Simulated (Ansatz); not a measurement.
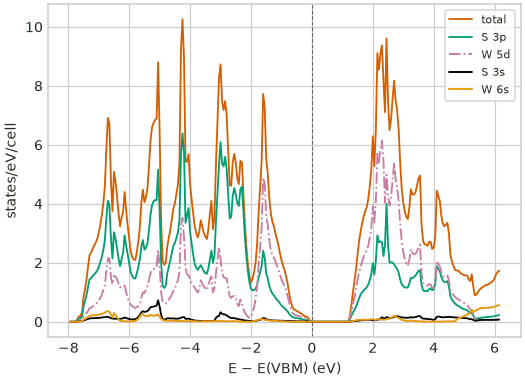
Figure. Total and projected density of states of WS2 in space group P6_3/mmc (No. 194; W on 2d, S on 4f), plane-wave PAW r²SCAN+D4 (Ansatz code)

Which orbitals carry the states next to the gap?

Top 1 eV of the valence band: W 5d 66 %, S 3p 29 %. Bottom 1 eV of the conduction band: W 5d 62 %, S 3p 31 %. Projections are on Löwdin-orthogonalised atomic valence shells; empty p or d shells of many metals are not among them.

Where is the tallest occupied peak in this window, and what makes it?

Near -4.2 eV, about 10 states/eV per cell; the largest projected share is S 3p.

Symmetry was held in the r²SCAN+D4 relaxation; phonons on a q-mesh show no instability. The run is not spin-polarised. Scalar-relativistic: spin–orbit coupling is off unless named, which matters more the heavier the elements.

Potentials: the later of the program's two PAW sets.
